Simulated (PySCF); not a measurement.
C6H11FN2Si (SMILES CN[SiH2][C@H](C)/C(C#N)=C/F)

```yaml
atoms:
  - { symbol: C, position_ang: [3.1853, 0.6633, 0.7383] }
  - { symbol: N, position_ang: [1.8036, 0.2511, 0.8194] }
  - { symbol: Si, position_ang: [0.9371, -0.3528, -0.5215] }
  - { symbol: C, position_ang: [-0.8203, -0.7868, 0.1239] }
  - { symbol: C, position_ang: [-1.5388, -1.6803, -0.8748] }
  - { symbol: C, position_ang: [-1.5619, 0.4758, 0.4185] }
  - { symbol: C, position_ang: [-1.2021, 1.1134, 1.6282] }
  - { symbol: N, position_ang: [-0.8793, 1.5881, 2.6212] }
  - { symbol: C, position_ang: [-2.4844, 1.0242, -0.3750] }
  - { symbol: F, position_ang: [-3.0864, 2.1868, -0.0779] }
  - { symbol: H, position_ang: [3.6903, 0.0509, -0.0044] }
  - { symbol: H, position_ang: [3.2875, 1.7121, 0.4450] }
  - { symbol: H, position_ang: [3.6748, 0.5243, 1.7027] }
  - { symbol: H, position_ang: [1.3131, 0.7352, 1.5579] }
  - { symbol: H, position_ang: [1.6053, -1.5799, -0.9605] }
  - { symbol: H, position_ang: [0.7533, 0.5459, -1.6758] }
  - { symbol: H, position_ang: [-0.7114, -1.3314, 1.0658] }
  - { symbol: H, position_ang: [-1.5395, -1.2400, -1.8688] }
  - { symbol: H, position_ang: [-1.0297, -2.6384, -0.9373] }
  - { symbol: H, position_ang: [-2.5710, -1.8596, -0.5748] }
  - { symbol: H, position_ang: [-2.8343, 0.6148, -1.3093] }
```

Geometry: GFN2-xTB.

Method: PBE0/pcSseg-1, SCF density, gas phase, non-relativistic in PySCF 2.14.0.

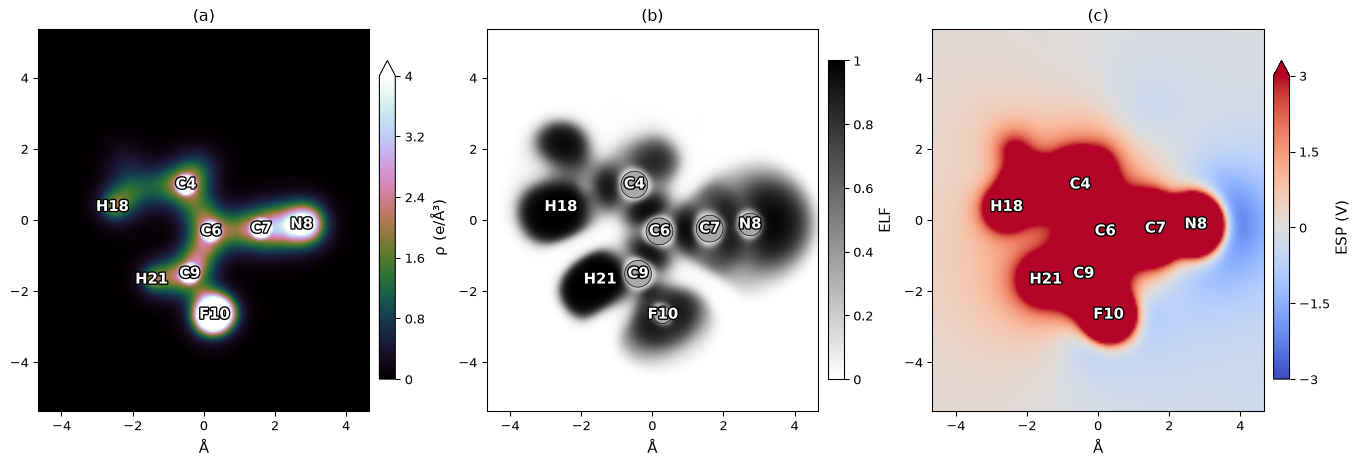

Figure 1. (a) electron density; (b) ELF; (c) electrostatic potential on the plane of atoms C4, C6 and C9. Grey discs cover the atomic cores in the ELF map.

### Interpret the plot.

The plane passes through C, N, F and H nuclei. C–N (1.15 Å): the density is about 3.5 e/Å³ at the midpoint; the ELF peaks at about 0.85 between the atoms (a multiple bond). C–C (1.33 Å): ρ at the midpoint is about 2.3 e/Å³; the ELF peaks at about 0.95 between the atoms (a multiple bond). C–F (1.34 Å): the density is about 2.3 e/Å³ at the midpoint; the ELF peaks at about 0.85 between the atoms; a polar covalent bond. C–C (1.41 Å): ρ is about 1.9 e/Å³ halfway; the ELF peaks at about 0.95 between the atoms; a covalent bond. The ELF also peaks beside F10 and N8, away from the bonds: lone-pair regions. Outside the dense part of the molecule the potential is most negative (−2.1 V) near N8.

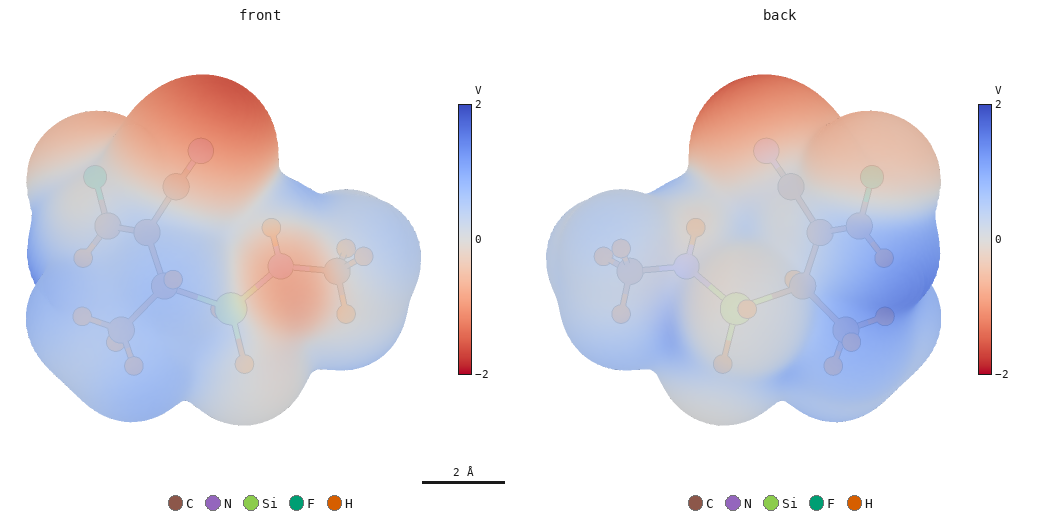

Figure 2. The molecular electrostatic potential painted on the density surface at 0.001 e/bohr³, seen from the front and from behind; the colour scale runs from red (negative) to blue (positive).

### Where is the surface potential most negative and most positive?

The most negative region (about −1.5 V) lies over N8, the most positive (about +1.4 V) over H21. N8 is the likeliest acceptor of a hydrogen bond.

### How polar is the molecule by this calculation?

Its dipole moment is 3.80 D.
